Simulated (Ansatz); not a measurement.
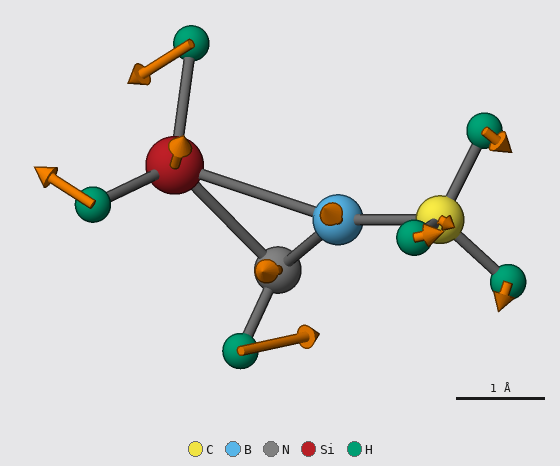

A relaxation of CH6BNSi (coarse preliminary run). The starting structure is drawn; orange arrows show the displacements, 2 times their true length. The two geometries are superimposed by the best rigid fit.

Style: ball-and-stick. Shown at a tilt.

The start comes from a force field.

These are results of Ansatz 0.2.0, RKS PBE-D4/def2-SVP, not measurements. (force threshold 0.03 eV/Å; at most 200 steps)

What did the optimiser do to the structure, and how much energy did it gain?

The largest move after the best rigid fit is that of an H atom, 0.67 Å. Largest moves by element: H 0.67 Å, N 0.44 Å, Si 0.30 Å, B 0.24 Å, C 0.11 Å. Some distances before and after: B–N 1.517 → 1.389 Å, H–Si 1.394 → 1.507 Å, B–Si 2.055 → 1.966 Å, H–N 1.070 → 1.025 Å. Among the angles between lasting bonds that change: Si–N–H 102.1° → 146.9°, B–N–H 106.4° → 138.1°, H–Si–H 129.6° → 108.9°. The energy falls by 42.5 kcal/mol in 7 geometry steps. Largest force component: 3.4 eV/Å at the start, 0.023 eV/Å at the end.
